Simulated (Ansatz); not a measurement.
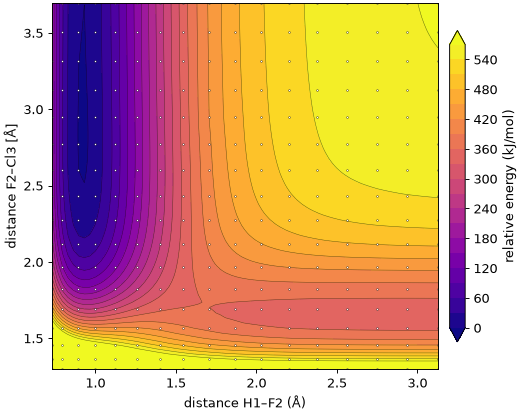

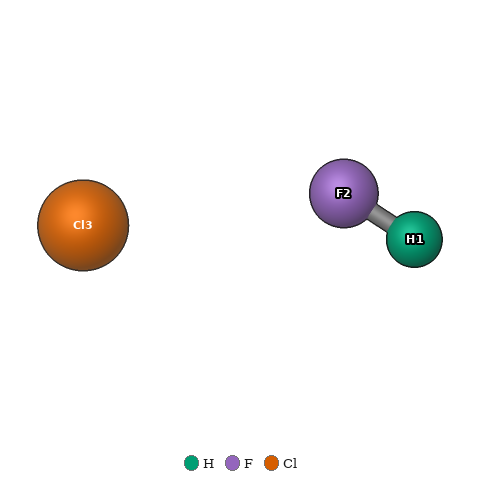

Energy landscape of the system H + FCl, spin multiplicity 2. The first coordinate is: distance H1–F2; the second: distance F2–Cl3. Nothing is relaxed (the angle H1–F2–Cl3 is fixed at 140 degrees). The grid has 17 × 17 points. Points are written as (first, second). Energies: kJ/mol, counted from the lowest grid point. In part of the range the unrestricted reference is strongly spin-contaminated. Method: Ansatz 0.2.0, UKS PBE0-D4/def2-SVPD.

In the figure: filled contours, dots at the grid points, one colour for all values above the top of the scale. Between grid points the surface is interpolated. The second picture is the structure at the lowest point.

Where are the wells?

The lowest grid point is at (0.889 Å, 2.771 Å). Other grid points that lie below all their neighbours: (2.935 Å, 1.692 Å) (347 kJ/mol higher). The highest grid point, (0.728 Å, 1.296 Å), lies 1385 kJ/mol above the lowest. On the interpolated surface the lowest path from the side where the first distance is long, about (3.06 Å, 1.63 Å), to the well on the other side, about (0.92 Å, 2.87 Å), has its top at (1.703 Å, 1.692 Å), about 15 kJ/mol above the start and 360 kJ/mol above the end.

The whole map (289 points run) took 29 min on 1 thread of Arm Neoverse V2, on a shared host.
